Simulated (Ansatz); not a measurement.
The figure comes from a scan of SiO2 (alpha-quartz type, space group P3_121): the cell is scaled evenly about its relaxed volume V₀. These are PBE (plane waves to 420 eV, PAW, scalar-relativistic; Ansatz, a program for electronic structure) values and carry that method's errors. k mesh 8×8×6 (Γ-centred), Fermi-Dirac smearing 0.05 eV. E stands for the smeared free energy. The relaxing atoms change the space group within the scan (P6_422 at V/V₀ = 1.107), so nothing is fitted. SiO2 was relaxed with its symmetry unable to fall. The PAW data are Ansatz's earlier set. The zero of ΔE is the relaxed starting cell.

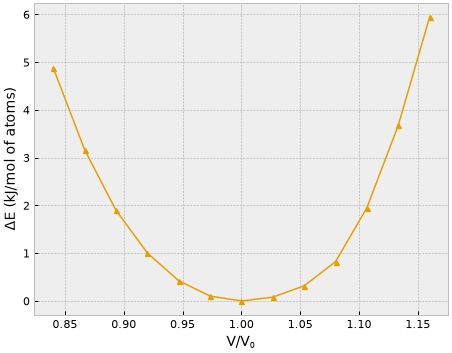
ΔE (kJ/mol of atoms) against V/V₀; one marker a computed point.

Problem. Read the plotted values off the figure, to the accuracy that the plot allows.

Solution. To the nearest 0.1:

```tsv
V/V₀	ΔE (kJ/mol of atoms)
0.840	4.9
0.867	3.2
0.893	1.9
0.920	1.0
0.947	0.4
0.973	0.1
1.000	0.0
1.027	0.1
1.053	0.3
1.080	0.8
1.107	2.0
1.133	3.7
1.160	5.9
```

(A scan under strain: stresses follow from slopes of the energy per volume, elastic moduli from its curvatures.)
